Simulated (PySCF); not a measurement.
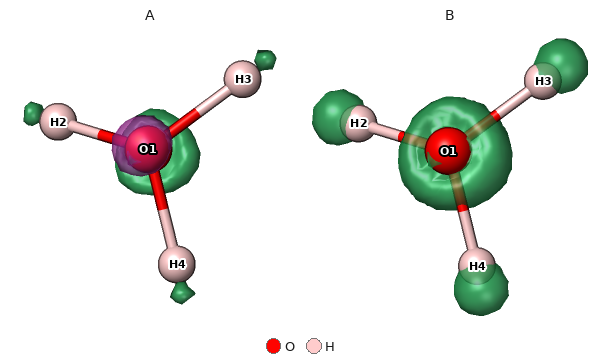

Figure 1: H3O, charge +1, SMILES `[OH3+]`. The Fukui function f⁺ from two separate SCF calculations and the density of the LUMO, at ±0.1 e/Å³ (green positive, purple negative).

Computed with PySCF, PBE0/6-311+G**, geometry: GFN2-xTB. No frequency check shows the geometry to be a minimum.

Geometry (Å), atoms numbered from 1:

```
O1       0.0000    0.0000    0.0775
H2       0.8530   -0.3989   -0.2067
H3      -0.7720   -0.5392   -0.2067
H4      -0.0810    0.9382   -0.2067
```

Which panel is which, and how good is the frozen-orbital picture?

A is f⁺ (it has negative regions), B the LUMO density. The LUMO lies on O1 (27 %) and H2, H3 and H4 (24 % each); f⁺ (Hirshfeld-condensed) is largest on H2, H3 and H4 (0.27 each) and O1 (0.20); the vertical electron affinity is 4.97 eV (the stability of the neutral species's solution wasn't checked). Relaxation shifts 7 % of the electron between atoms. The orbital energy is −7.10 eV.
